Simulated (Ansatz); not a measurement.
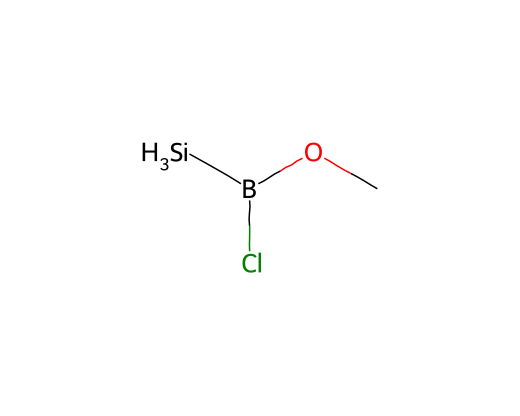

2D structure.

**Write the SMILES.**

COB([SiH3])Cl

**Give the formula, hydrogens included.**

CH6BClOSi.

More results for the same structure follow; atom numbers are the same in all pictures, views and colours differ. The geometry was computed by an optimisation with PBE0-D4/def2-TZVP. No frequency run is at hand to confirm it as a minimum.

**Shape**

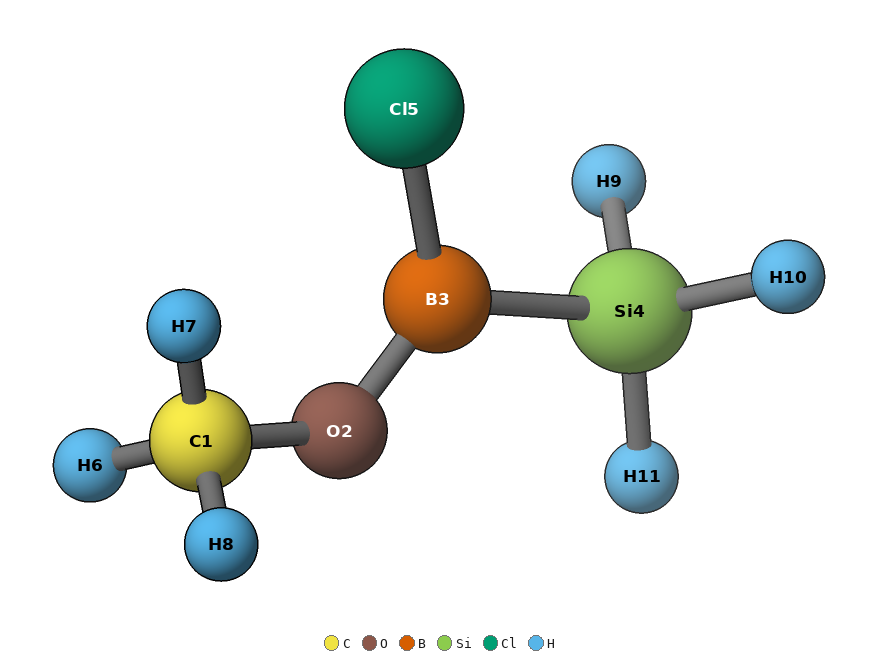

The atoms are numbered. No frequency run is at hand to confirm it as a minimum.

Which atoms are bonded, and how long are the bonds?

| bond | length (Å) | order |
| --- | --- | --- |
| C1–O2 | 1.418 | single |
| C1–H6 | 1.091 | single |
| C1–H7 | 1.090 | single |
| C1–H8 | 1.090 | single |
| O2–B3 | 1.335 | single |
| B3–Si4 | 2.023 | single |
| B3–Cl5 | 1.782 | single |
| Si4–H9 | 1.489 | single |
| Si4–H10 | 1.489 | single |
| Si4–H11 | 1.487 | single |

**Dipole moment**

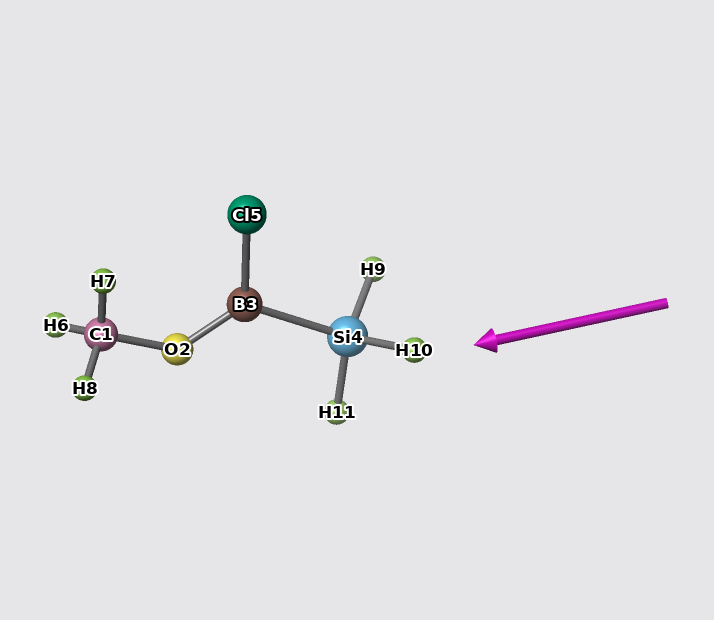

The arrow beside the molecule shows the direction of the dipole moment, from the negative to the positive end (its length means nothing). No frequency run is at hand to confirm it as a minimum. Properties computed with RKS PBE-D4/def2-TZVPP (Ansatz 0.2.0).

**Estimate the dipole moment.**

2.17 D; it points from the side of H9, H10 to the side of H6, H8 (the outermost atoms at the two ends).

**Charges**

The questions are on Mulliken charges. No frequency run is at hand to confirm it as a minimum. Level of theory: RKS PBE-D4/def2-TZVPP (Ansatz 0.2.0).

**Which atom carries the highest charge (most positive or least negative)?**

B3 (0.25 e).

**And the lowest?**

O2, Cl5 (−0.17 e).

Give the Mulliken charges atom by atom.

```
atom  value (e)
  C1      −0.11
  O2      −0.17
  B3       0.25
 Si4       0.04
 Cl5      −0.17
  H6       0.12
  H7       0.08
  H8       0.12
  H9      −0.05
 H10      −0.05
 H11      −0.06
```

**Levels of theory compared**

No frequency run is at hand to confirm it as a minimum. Program: Ansatz 0.2.0.

Compare HOMO–LUMO gap (eV), HOMO energy (eV) at these levels: B3LYP-D4/def2-TZVPP; PBE-D4/def2-TZVPP; PBE0-D4/def2-TZVPP; r2SCAN-D4/def2-TZVPP; ωB97M-V/def2-TZVPP; ωB97X-V/def2-TZVPP.

```json
{"level": "B3LYP-D4/def2-TZVPP", "HOMO–LUMO gap (eV)": "6.77", "HOMO energy (eV)": "−7.89"}
{"level": "PBE-D4/def2-TZVPP", "HOMO–LUMO gap (eV)": "4.99", "HOMO energy (eV)": "−6.85"}
{"level": "PBE0-D4/def2-TZVPP", "HOMO–LUMO gap (eV)": "7.17", "HOMO energy (eV)": "−8.11"}
{"level": "r2SCAN-D4/def2-TZVPP", "HOMO–LUMO gap (eV)": "5.51", "HOMO energy (eV)": "−7.14"}
{"level": "ωB97M-V/def2-TZVPP", "HOMO–LUMO gap (eV)": "11.29", "HOMO energy (eV)": "−10.24"}
{"level": "ωB97X-V/def2-TZVPP", "HOMO–LUMO gap (eV)": "11.69", "HOMO energy (eV)": "−10.44"}
```

Mulliken values depend strongly on the basis set and can even reverse the polarity of a bond.
